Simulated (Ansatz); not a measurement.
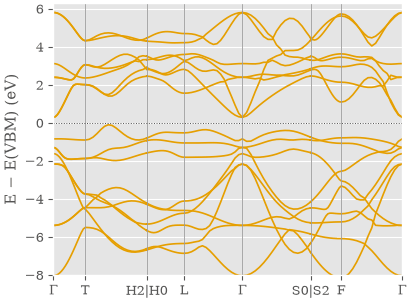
Figure. Band structure from plane-wave PAW r²SCAN (Ansatz code)

The gap is 0.30 eV; an edge lies off the plotted path or next to a special point (maximum off the standard path, minimum at Γ).

Question: Pick the material that matches.
A. Bi2Te2Se, R-3m (Bi on 6c, Te on 6c, Se on 3a)
B. CrAuS2, R-3m (Au on 3a, Cr on 3b, S on 6c)
C. CrN, R-3m (Cr on 3a, N on 3b)
D. LiYSe2, R-3m (Li on 3b, Y on 3a, Se on 6c)

Answer: C, CrN, R-3m (Cr on 3a, N on 3b)

The cell is a constructed one: a structure type filled with these elements; the Crystallography Open Database copy checked does not list it. COD files the formula under space group No. 225, so this cell is another polymorph or a model. Its standing as an ambient phase is unchecked. The r²SCAN relaxation kept the symmetry of its start, as lowered by the spin order; whether a distortion lowers the energy is not shown. The final state is antiferromagnetic, chosen from 3 collinear starts compared on coarse meshes (ties went to the first, and starts can fall back to one state), not a proven ground state. Other orbital occupations within this spin state were not tried. No Hubbard U is applied. Point labels and valley counts follow the cell and symmetry of the run, lower than the named group.

Potentials: the later of the program's two PAW sets.
